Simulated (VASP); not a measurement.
Band structure of HfO2 (space group Pca2_1). All values below come from r2SCAN meta-GGA, VASP's PBE PAW potentials (set 64) (plane waves; VASP).

Unless said otherwise, spin-orbit coupling is left out, though it shifts the bands of the heavy elements here.

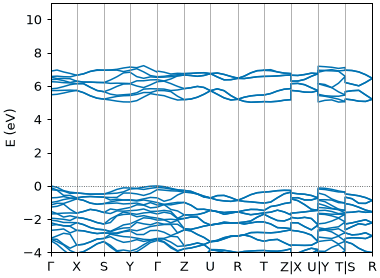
Figure: Bands along high-symmetry lines, zero at the valence-band maximum or, without a gap, the Fermi level

Question: Read the plot: is there a gap, and where are the band edges?

Answer: The gap is indirect, 4.97 eV, from the valence maximum at Γ to the conduction minimum at (0.20, 0.40, 0.40).

The structure comes from a computed database's HfO2 entry (Pca2_1); how it stands against other phases isn't given here. It was relaxed first.
